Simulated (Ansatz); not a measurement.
Level of theory: PBE (plane waves to 420 eV, PAW; Ansatz, a quantum-chemistry and plane-wave program).

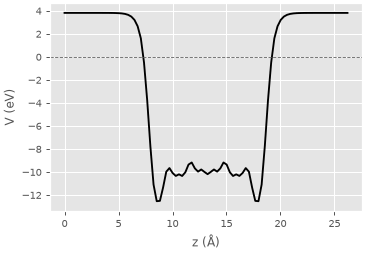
Figure: Planar average of the electrostatic potential across the slab, in eV from the Fermi level, for the (310) surface of bcc Ta in its 1x1 cell, outermost plane spacing 1.05 Å in the ideal cut

Model: 11-atom slab, 10.5 Å thick at the start (thin: gaps and levels are the slab's own), 12x7x1 mesh, Fermi-Dirac 0.1 eV, dipole correction, all atoms relaxed; held to the part of the start's symmetry that mesh and held atoms allow; no spin, no spin-orbit, no U.

The vacuum level lies 3.82 eV above the Fermi level over the top face and 3.82 eV above it under the bottom face.
